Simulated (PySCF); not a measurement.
Core-level calculation of H$_{5}$OF$_{3}$

- system: H$_{5}$OF$_{3}$
- method: delta-SCF UKS SCAN, pcX-2 on the ionised atom, pcseg-1 elsewhere, spin-free X2C (PySCF 2.14.0)

Figures and captions count atoms from 1; the log counts them from 0 in places.

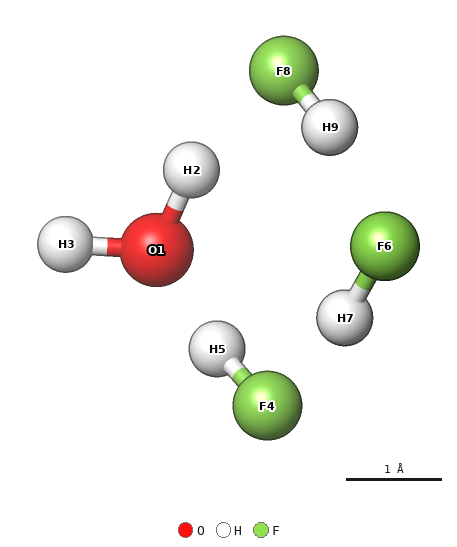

**Figure 1.** The structure as given in the input (ball-and-stick view, seen at a tilt; atoms are numbered from 1 in the order of the input).

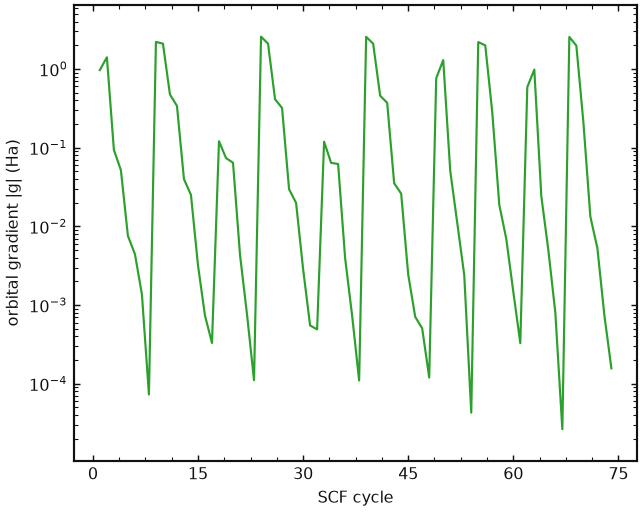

**Figure 2.** Convergence of the self-consistent field: orbital gradient |g| against the SCF cycle. All cycles printed in the log are drawn one after another.

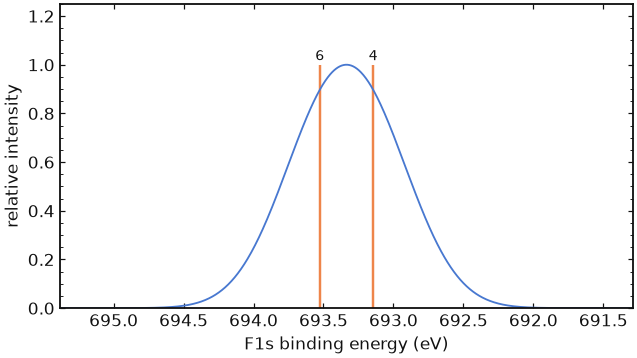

**Figure 3.** F1s binding energies by ΔSCF of the atoms computed, labelled by atom number, with a Gaussian envelope of 0.8 eV full width. They run from 693.14 eV (atom 4) to 693.53 eV (atom 6).

These pictures come from the run below.

Input file:
```
{"job": {"kind": "xps", "holes": 3}, "charge": 0, "multiplicity": 1, "parts": [{"atoms": "0-2", "charge": 0, "multiplicity": 1}, {"atoms": "3-4", "charge": 0, "multiplicity": 1}, {"atoms": "5-6", "charge": 0, "multiplicity": 1}, {"atoms": "7-8", "charge": 0, "multiplicity": 1}]}
O      0.416503    -0.808105    -0.803864
H      1.383450    -0.761654    -0.654961
H     -0.014086    -0.562217     0.019991
F      0.146865    -3.060569    -1.658092
H      0.158337    -2.126905    -1.309917
F      2.521970    -3.588041    -1.494307
H      1.567361    -3.500797    -1.609351
F      3.031036    -1.306607    -0.623274
H      2.984786    -2.202304    -0.947374
```

The first line tells a small driver script what to run in PySCF; the rest is the geometry in Å.

Run as:
```bash
OMP_NUM_THREADS=1 python <driver script> task.json out
```

The program's output:
```
ground state, core basis on atom 0 (O), 112 functions
  cycle   1  E = -377.84092989  |g| = 9.71e-01
  cycle   2  E = -377.67891347  |g| = 1.41e+00
  cycle   3  E = -377.98378505  |g| = 9.38e-02
  cycle   4  E = -377.98477085  |g| = 5.19e-02
  cycle   5  E = -377.98516772  |g| = 7.58e-03
  cycle   6  E = -377.98517438  |g| = 4.45e-03
  cycle   7  E = -377.98517621  |g| = 1.37e-03
  cycle   8  E = -377.98517528  |g| = 7.30e-05
  E(ground) = -377.97097847 Eh
hole in O 1s of atom 0
  cycle   1  E = -357.32225754  |g| = 2.21e+00
  cycle   2  E = -357.00421407  |g| = 2.10e+00
[... 7 cycles left out ...]
  E(ion) = -358.08891390 Eh   <S^2> = 0.7608   hole on atom = 1.000   binding energy = 541.019 eV
ground state, core basis on atom 3 (F), 112 functions
[... 6 cycles left out ...]
  E(ground) = -377.99095471 Eh
hole in F 1s of atom 3
[... 9 cycles left out ...]
  E(ion) = -352.51835377 Eh   <S^2> = 0.7568   hole on atom = 1.000   binding energy = 693.145 eV
ground state, core basis on atom 5 (F), 112 functions
[... 6 cycles left out ...]
  E(ground) = -377.99077070 Eh
hole in F 1s of atom 5
[... 10 cycles left out ...]
  E(ion) = -352.50414033 Eh   <S^2> = 0.7564   hole on atom = 1.000   binding energy = 693.527 eV

== part 1 alone, relaxed ==
ground state, core basis on atom 0 (O), 55 functions
[... 6 cycles left out ...]
  E(ground) = -76.47788813 Eh
hole in O 1s of atom 0
[... 7 cycles left out ...]
  E(ion) = -56.64221299 Eh   <S^2> = 0.7611   hole on atom = 1.000   binding energy = 539.756 eV

== part 2 alone, relaxed ==
ground state, core basis on atom 0 (F), 50 functions
[... 3 cycles left out ...]
  cycle   4  E = -100.54818429  |g| = 5.02e-03
  cycle   5  E = -100.54818697  |g| = 8.02e-04
  cycle   6  E = -100.54818765  |g| = 2.65e-05
  E(ground) = -100.54364352 Eh
hole in F 1s of atom 0
  cycle   1  E = -74.20343969  |g| = 2.56e+00
  cycle   2  E = -74.31356166  |g| = 1.98e+00
  cycle   3  E = -75.02605890  |g| = 2.13e-01
  cycle   4  E = -75.03289215  |g| = 1.33e-02
  cycle   5  E = -75.03291556  |g| = 5.30e-03
  cycle   6  E = -75.03292240  |g| = 7.42e-04
  cycle   7  E = -75.03292274  |g| = 1.57e-04
  E(ion) = -75.03532132 Eh   <S^2> = 0.7564   hole on atom = 1.000   binding energy = 694.117 eV
```

Summary:

- outcome: converged
- hardware: 1 CPU thread, shared host
- wall time: 13 s
- peak memory: 0.41 GiB
